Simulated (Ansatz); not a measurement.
## Fields on a plane of ZrO2 (baddeleyite type, space group P2_1/c)

```
CELL_PARAMETERS angstrom
      5.18987     0.00000     0.00000
      0.00000     5.24188     0.00000
     -0.90466     0.00000     5.30184
ATOMIC_POSITIONS crystal
  Zr 0.27576 0.04379 0.21002
  Zr 0.72424 0.54379 0.28998
  Zr 0.72424 0.95621 0.78998
  Zr 0.27576 0.45621 0.71002
  O  0.06497 0.32630 0.35005
  O  0.93503 0.82630 0.14995
  O  0.93503 0.67370 0.64995
  O  0.06497 0.17370 0.85005
  O  0.45100 0.75674 0.47552
  O  0.54900 0.25674 0.02448
  O  0.54900 0.24326 0.52448
  O  0.45100 0.74326 0.97552
```

The slice is a (100) plane (indices of the conventional cell) through the point (0.724, 0.956, 0.790) (fractional), spanned by u = [010] and v = [001] in vectors of this cell: u (5.24 Å) and v (5.38 Å, at 90° to u). It covers one period; positions are fractions (u, v).

Atoms on it: Zr at (0.59, 0.50); Zr at (0.00, 0.00). Other atoms lie within 1 Å of the plane.

The numbers are results of PBE (plane waves to 420 eV, PAW, scalar-relativistic; Ansatz, a first-principles code), not measurements. k mesh 5×5×5. Inside the PAW spheres the values are not all-electron values, and peaks at nuclei hang on which shells count as valence. ZrO2 is run without spin polarisation. ZrO2 was relaxed with its symmetry unable to fall.

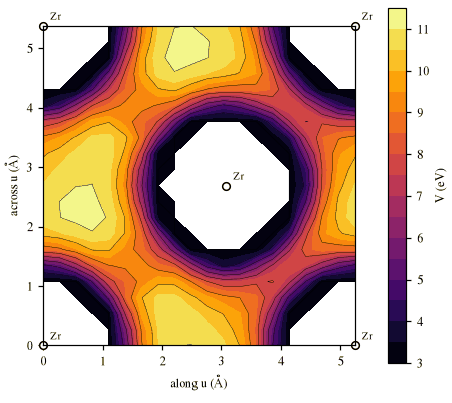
*Electrostatic potential energy of an electron, from the cell's mean, in eV, one period of the plane, atoms marked. Points within 0.9 Å of a nucleus are left white, as the pseudised field means little there. Values under 3 eV are set to 3. The zero, the cell's mean, hangs on the PAW cores.*

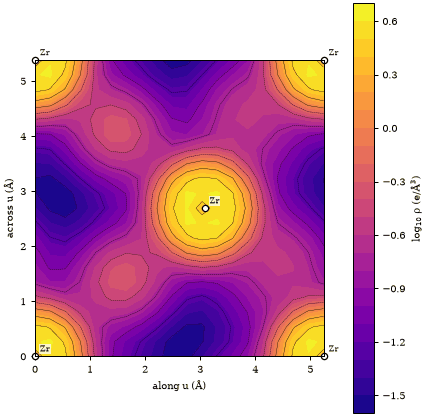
Figure. Log₁₀ of the valence density in e/Å³, one period of the plane, atoms marked. The scale is logarithmic, as a density can span decades between atoms and voids.
